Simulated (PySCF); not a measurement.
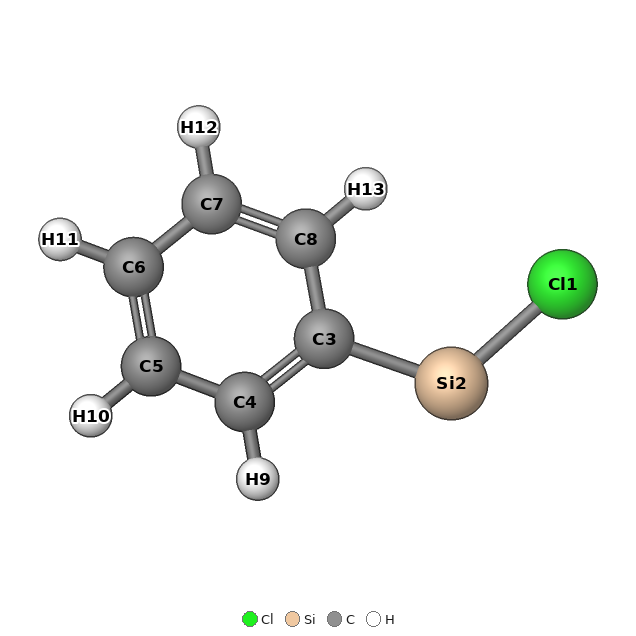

Charge 0, triplet. Computed geometry: GFN2-xTB optimisation. No frequency run is at hand to confirm it as a minimum. Level of theory: UKS B3LYP, pcH-1 on C Cl H Si, non-relativistic (PySCF 2.14.0).

Give the isotropic hyperfine couplings (Fermi-contact term alone) of Cl1, Si2, C3, C4, C5, C6, C7, C8, H9, H10, H11, H12, H13.

```csv
atom,isotope,a_iso (MHz)
Cl1,35Cl,15.3
Si2,29Si,−519.3
C3,13C,51.1
C4,13C,2.3
C5,13C,−4.6
C6,13C,5.9
C7,13C,−0.2
C8,13C,12.5
H9,1H,−2.6
H10,1H,2.4
H11,1H,−4.2
H12,1H,4.6
H13,1H,−1.2
```

The spin state was imposed, and no run here compares it with a lower spin, which may lie lower. The geometry is semi-empirical. Around Si such bond lengths and angles can be off by a tenth of an ångström or more and by several degrees, and values that hang on the shape move with them.
